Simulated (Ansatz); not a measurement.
# AlFH₆O₂Si₂: small, medium and large basis sets

Aim: see how fast density functionals converge with the basis set for AlFH₆O₂Si₂.

Program: Ansatz 0.2.0, Gaussian basis. Level of theory: one geometry, several basis sets. These are calculated values, not measurements.

The runs, in order: PBE0-D4/def2-SVP; ωB97M-V/def2-SVP; PBE0-D4/def2-QZVPP; ωB97M-V/def2-QZVPP; the functionals' def2-TZVPP values are taken from earlier runs.

## (1) Structure used throughout

An earlier PBE0-D4 in a triple-zeta def2 set relaxation fixed the geometry.

SMILES `[F][Al]([O][SiH3])[O][SiH3]`, 12 atoms, charge 0, spin multiplicity 1.

Atoms are counted from 1 here; the program's logs count them from 0.

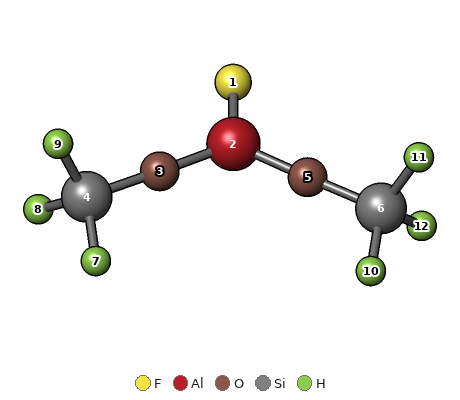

The structure; fluorine yellow, aluminium red, oxygen brown, silicon grey, hydrogen green; atoms are numbered from 1 in the order of the file.

## (2) PBE0-D4 in def2-SVP

in.yaml

```yaml
crystal:
  periodic: [false, false, false]
  atoms:
    - {symbol: F, position_ang: [-2.785674, 0.161342, -0.098992]}
    - {symbol: Al, position_ang: [-1.151150, 0.064067, -0.041189]}
    - {symbol: O, position_ang: [-0.414585, -1.385357, -0.387803]}
    - {symbol: Si, position_ang: [0.274064, -2.818277, -0.728351]}
    - {symbol: O, position_ang: [-0.274186, 1.417504, 0.362169]}
    - {symbol: Si, position_ang: [0.548688, 2.761155, 0.763339]}
    - {symbol: H, position_ang: [1.741161, -2.648565, -0.895462]}
    - {symbol: H, position_ang: [-0.295484, -3.367824, -1.986116]}
    - {symbol: H, position_ang: [0.019767, -3.773721, 0.381177]}
    - {symbol: H, position_ang: [2.001668, 2.554713, 0.528157]}
    - {symbol: H, position_ang: [0.329713, 3.074165, 2.199535]}
    - {symbol: H, position_ang: [0.083016, 3.905600, -0.062362]}
basis:
  gaussian: {orbitals: def2-SVP}
hamiltonian: {xc: pbe0, dispersion: d4}
output: {orbitals: {seedname: orbitals}}
```

Run with:

```bash
$ ansatz run in.yaml --threads 4 --pin off --events-out ev --progress --plain --max-ram 11315MiB
```

After this run come: ωB97M-V in def2-SVP; PBE0-D4 in def2-QZVPP; ωB97M-V in def2-QZVPP.

**Question.** What will the summary of the whole plan be? Wanted: PBE0-D4: double and triple zeta above quadruple; ωB97M-V: double and triple zeta above quadruple.

**Answer**, as computed:

```
                                       quantity           value
PBE0-D4: double and triple zeta above quadruple  18.01, 1.20 eV
ωB97M-V: double and triple zeta above quadruple  18.09, 1.10 eV
```

**Reading.** PBE0-D4 gains 16.81 eV from double to triple zeta, then 1.20 eV more. These are total energies; as a rule much of such shifts cancels in differences, which this series doesn't test. The LUMO of ωB97M-V is positive and keeps falling with the basis (0.87 to 0.20 eV): an unbound level that the basis holds in place.
